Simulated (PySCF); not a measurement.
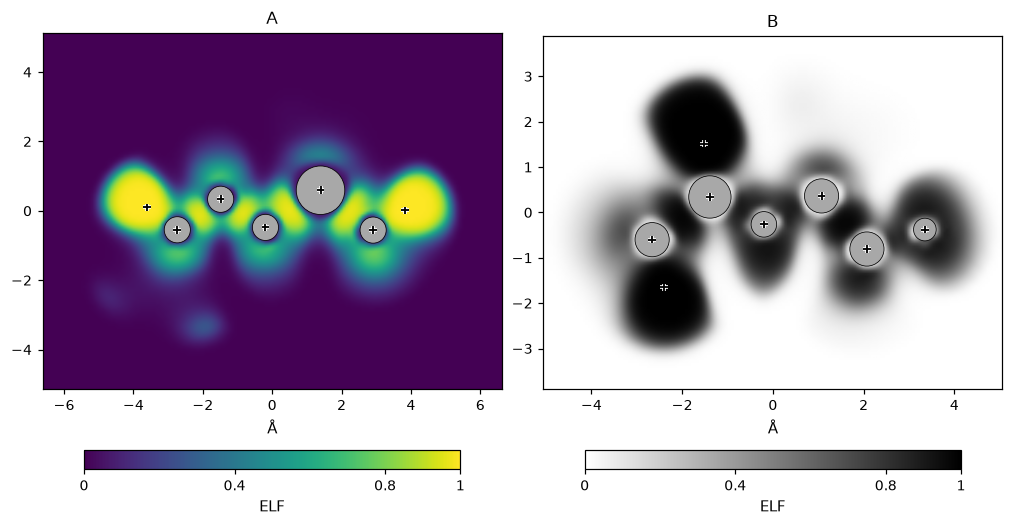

The ELF of 2 systems, each on a plane through atoms (crosses mark nuclei in the plane; grey discs cover the cores).

All numbers below come from PySCF, PBE0/6-31G*, SCF density, gas phase, non-relativistic.

System 1: C6H18Si2 (SMILES C[Si](C)(C)CCC[SiH3]), the plane of atoms Si2, C5 and C6. Geometry: GFN2-xTB.

```xyz
26

C    -2.5765    0.2078    1.5888
Si   -1.5114   -0.0988    0.0352
C    -1.7930    1.3155   -1.2157
C    -2.0157   -1.7592   -0.7622
C     0.3321   -0.1427    0.5505
C     1.2826   -0.4954   -0.5886
C     2.7431   -0.5533   -0.1423
Si    3.4435    1.0970    0.4951
H    -3.6302    0.2655    1.3349
H    -2.3069    1.1391    2.0770
H    -2.4593   -0.5889    2.3168
H    -1.4741    2.2712   -0.8104
H    -2.8424    1.4061   -1.4796
H    -1.2397    1.1484   -2.1348
H    -1.7748   -2.5996   -0.1180
H    -1.5061   -1.9145   -1.7084
H    -3.0831   -1.7941   -0.9587
H     0.6179    0.8305    0.9535
H     0.4754   -0.8626    1.3589
H     1.1815    0.2435   -1.3865
H     0.9967   -1.4654   -1.0053
H     2.8467   -1.3187    0.6305
H     3.3508   -0.8898   -0.9864
H     3.0111    2.1863   -0.3848
H     3.0035    1.3778    1.8645
H     4.9072    1.0171    0.4892
```

System 2: C5H11BF2O (SMILES CBOC(C)(C)C(F)F), the plane of atoms C1, B2 and O3. Geometry: GFN2-xTB.

```
atom    x (Å)    y (Å)    z (Å)
   C   3.0464  -0.4380  -0.3635
   B   1.6658  -0.0946   0.3311
   O   0.5748  -0.1783  -0.4323
   C  -0.7609   0.0840  -0.0381
   C  -0.9529   1.5741   0.2526
   C  -1.1938  -0.7775   1.1482
   C  -1.6032  -0.2912  -1.2777
   F  -1.6014  -1.6253  -1.4918
   F  -2.9026   0.0574  -1.1103
   H   2.9296  -0.7162  -1.4064
   H   3.5424  -1.2591   0.1497
   H   3.7280   0.4088  -0.3141
   H   1.6300   0.2264   1.4692
   H  -1.9963   1.7847   0.4704
   H  -0.6410   2.1655  -0.6056
   H  -0.3441   1.8551   1.1073
   H  -2.2613  -0.6596   1.3162
   H  -0.6550  -0.4795   2.0425
   H  -0.9798  -1.8232   0.9395
   H  -1.2298   0.1971  -2.1899
```

Question: Which map belongs to which system?

Answer: Panel A is system 1, C6H18Si2: the plane holds C, Si and H. C–C (1.52 Å): the ELF peaks at about 0.95 between the atoms (localised, covalent bonding). Panel B is system 2, C5H11BF2O: the plane holds C, B, O, F and H. B–O (1.33 Å): the ELF peaks at about 0.90 between the atoms; a short, strongly polar bond.
